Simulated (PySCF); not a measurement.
**CoF₃: relaxation and vibrations of the quintet**

Aim: relax CoF₃ as a quintet from a trigonal planar start, check by its vibrations whether the end is a minimum, and collect its spectrum and constants.

Computed with PySCF 2.14.0. Level: PBE0, basis Co def2-TZVP, F def2-TZVP, no relativity, density fitting.

### 1 Where the work starts

4 atoms, charge 0, spin multiplicity 5.

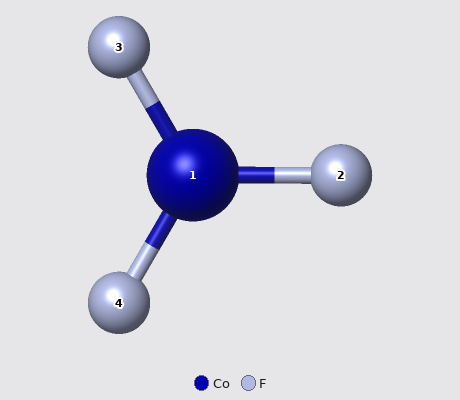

Start geometry, drawn with cobalt blue, fluorine light blue; atoms are numbered from 1 in the order of the file.

```xyz
4
charge 0 multiplicity 5
Co    0.0000    0.0000    0.0000
F     1.7500    0.0000    0.0000
F    -0.8750    1.5155    0.0000
F    -0.8750   -1.5155    0.0000
```

### 2 Finding the electronic state

The steps below are one call of a driver around PySCF. For each, scf.py gives the equivalent set-up of the SCF; relaxations use the driver's own optimiser. After this first run the driver tries any further starts and a stability analysis.

scf.py

```python
from pyscf import gto, scf, dft
mol = gto.M(atom='''
Co     0.000000     0.000000     0.000000
F      1.750000     0.000000     0.000000
F     -0.875000     1.515500     0.000000
F     -0.875000    -1.515500     0.000000''',
    basis={'Co': 'def2-TZVP', 'F': 'def2-TZVP'},
    charge=0, spin=4)
mf = dft.UKS(mol, xc='PBE0')
mf.grids.atom_grid = (50, 194)
aux = {'Co': 'def2-universal-JKFIT', 'F': 'def2-universal-JKFIT'}
mf = mf.density_fit(auxbasis=aux)
mf.conv_tol = 1e-08
mf.diis_space = 10
mf.max_cycle = 60
mf.init_guess = 'minao'
mf.verbose = 4
mf.kernel()
```

Launch:

```sh
$ OMP_NUM_THREADS=4 python axn.py task.json out
```

Further steps of the session: Relaxation: trigonal planar start, quintet; Is it a minimum? Harmonic modes.

Q: Predict the outcome of this session. Wanted: minimum; geometry; wavenumbers; dipole moment; highest occupied, lowest empty level; polar-tensor charge of Co1; zero-point energy; atomisation energy; ⟨S²⟩.

As calculated:

| quantity | value |
| --- | --- |
| minimum | quintet, D3h |
| geometry | Co–F 1.719 Å (×3); F–Co–F 120.0° (×3) |
| wavenumbers (cm⁻¹) | 152 (e'), 156 (a2''), 664 (a1'), 740 (e') |
| dipole moment | 0.00 D |
| highest occupied, lowest empty level (either spin) | -11.19, -5.45 eV |
| polar-tensor charge of Co1 | +1.83 e |
| zero-point energy | 15.6 kJ/mol |
| entropy at 298.15 K | 309.9 J/(mol K) |
| atomisation energy (no zero-point energy) | 1209 kJ/mol |
| ⟨S²⟩ | 6.012 |

What this shows: The trigonal planar start keeps its D3h symmetry and ends in a minimum. In the infrared the band at 740 cm⁻¹ (e', stretch) leads. Co1 has a polar-tensor charge of +1.8 e (a dipole derivative, not a static charge), yet symmetry cancels the bond dipoles. Most of the spin sits on Co1 (Mulliken spin 3.12, against 4 for the whole molecule). Only this shape and spin were tried, so other structures or states may lie lower. One determinant may miss the lowest occupation of an open d or f shell.
